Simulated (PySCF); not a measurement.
B(GeH3)2(OH), H₇BGe₂O, SMILES O[B]([GeH3])[GeH3] at its B3LYP/def2-SVP optimised geometry (Å):

```
11

B     -0.0285    -0.6196     0.0000
Ge    -1.1509     1.1564     0.0000
H     -0.8727     2.0159    -1.2547
H     -2.6751     0.8506     0.0219
H     -0.8402     2.0400     1.2298
Ge     2.0647    -0.6196     0.0000
H      2.6114     0.1270    -1.2417
H      2.6123     0.1371     1.2351
H      2.6751    -2.0400     0.0053
O     -0.6369    -1.8240    -0.0012
H     -1.6052    -1.7906    -0.0012
```

Method: B3LYP/def2-TZVP in PySCF 2.14.0.

Map of the deformation density (molecule minus spherical neutral atoms) (e/bohr³) on the plane z = 1.2 Å:

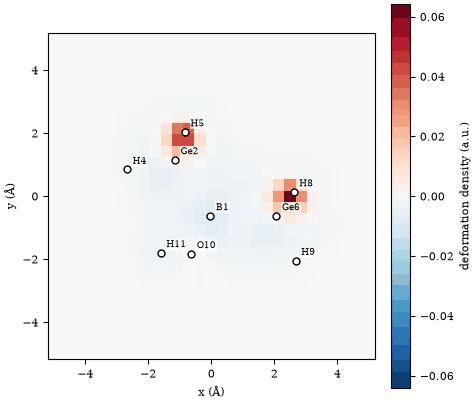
*Deformation density (molecule minus spherical neutral atoms) (e/bohr³) on the plane z = 1.2 Å.*
